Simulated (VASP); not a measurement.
Band structure of FeB (relaxed from the CsCl type structure, space group Pm-3m). All values below come from PBEsol GGA, VASP's PBE PAW potentials (set 64) (plane waves; VASP 6.6.1).

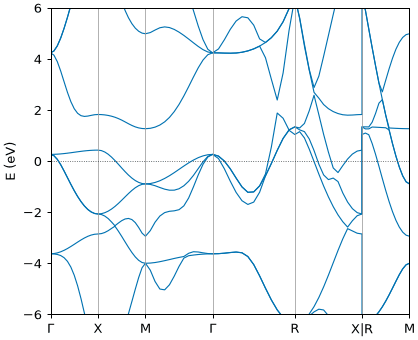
Bands along high-symmetry lines, zero at the valence-band maximum or, without a gap, the Fermi level

Q: Read the plot: is there a gap, and where are the band edges?

A: It has no gap at this level: it comes out as a metal or semimetal. (Edges off the drawn lines would not show.)

The structure was generated: FeB was put into the CsCl type type (Pm-3m), which need not be its known phase. It was relaxed first, which changed the volume by -32 %. The run is not spin-polarised, so no magnetic state was tried. The electron count is odd and the run is not spin-polarised, which forces a metal.
